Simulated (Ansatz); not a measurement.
# C3H7FSSi (SMILES CC1(F)C[SiH]1S): what the fields show

```yaml
atoms:
  - { symbol: C, position_ang: [-0.2418, -1.5626, -0.4603] }
  - { symbol: C, position_ang: [0.6446, -0.3823, -0.2174] }
  - { symbol: F, position_ang: [1.9038, -0.5400, -0.8725] }
  - { symbol: C, position_ang: [0.7922, 0.1965, 1.1859] }
  - { symbol: Si, position_ang: [0.0514, 1.4364, -0.0566] }
  - { symbol: S, position_ang: [-2.1142, 1.8257, 0.2037] }
  - { symbol: H, position_ang: [0.1931, -2.4635, -0.0099] }
  - { symbol: H, position_ang: [-0.3671, -1.7329, -1.5328] }
  - { symbol: H, position_ang: [-1.2292, -1.3953, -0.0195] }
  - { symbol: H, position_ang: [1.8134, 0.3876, 1.5079] }
  - { symbol: H, position_ang: [0.1643, -0.2362, 1.9615] }
  - { symbol: H, position_ang: [0.8905, 2.5642, -0.5530] }
  - { symbol: H, position_ang: [-2.4808, 1.8677, -1.1224] }
```

Theory: RKS PBE0-D4/6-31G in Ansatz 0.2.0.

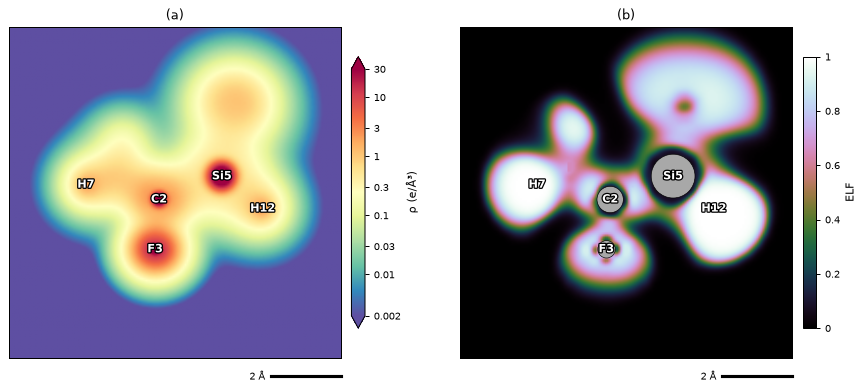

Figure 1. (a) total electron density; (b) electron localisation function on the plane of atoms C2, Si5 and H12. Grey discs cover the atomic cores in the ELF map.

Read the bonding off the picture.

Answer.
- Atoms in the plane: C, F, Si and H.
- C–F (1.43 Å): the density is about 1.6 e/Å³ at the midpoint, with its minimum of 1.4 e/Å³ about 0.6 Å from C; the ELF peaks at about 0.80 between the atoms (a polar covalent bond).
- C–Si (1.92 Å): the density is about 0.72 e/Å³ at the midpoint; the ELF peaks at about 0.85 between the atoms; localised, covalent bonding.
- Si–H (1.49 Å): ρ at the midpoint is about 0.68 e/Å³; the ELF climbs to about 1 towards the hydrogen, as it does in any bond to H.
- The ELF also peaks beside F3 and S6, away from the bonds: lone-pair regions.

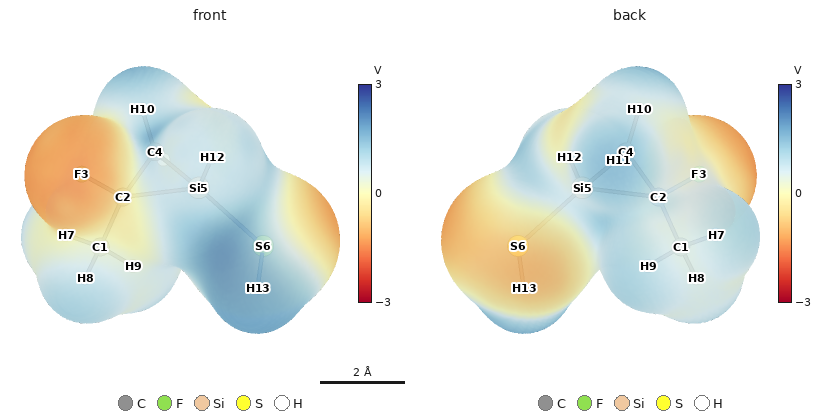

Figure 2. The molecular electrostatic potential painted on the density surface at 0.004 e/bohr³, seen from the front and from behind; red is negative and blue positive.

Where is the surface potential most negative and most positive?

Answer. The most negative region (about −1.3 V) lies over F3, the most positive (about +2.0 V) over Si5 and H13.

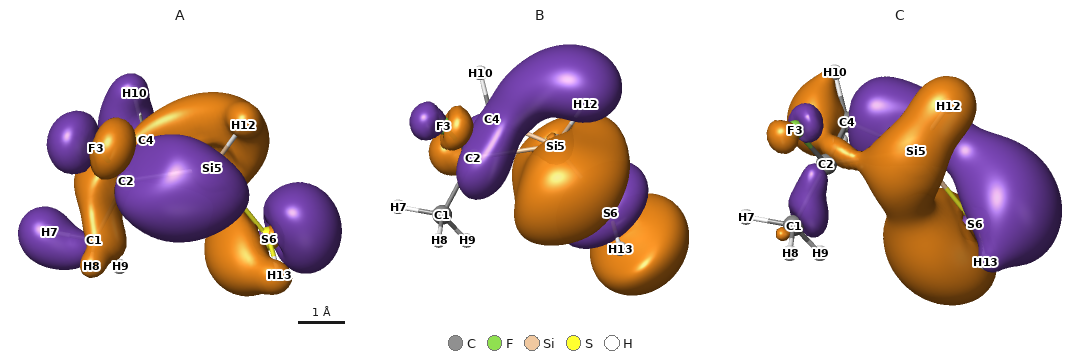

Figure 3. Three frontier orbitals at ±0.08 Å⁻³ᐟ² (orange and purple are the two phases), in no order.

Which picture is the HOMO−1, the HOMO and the LUMO?

Answer. C is the HOMO−1 (−7.75 eV). By Hirshfeld shares it lies mainly on S6 (about 65 %), Si5 (about 15 %) and C4 (about 10 %). A is the HOMO (−6.87 eV). Its weight (Hirshfeld) is mainly on Si5 (about 25 %), C2 (about 20 %), S6 (about 20 %), F3 (about 10 %) and C4 (about 10 %). B is the LUMO (−0.40 eV). It lies mainly on Si5 (about 40 %), S6 (about 30 %), C2 (about 10 %) and H12 (about 10 %).

What is the HOMO–LUMO gap?

Answer. 6.47 eV between the orbital energies.
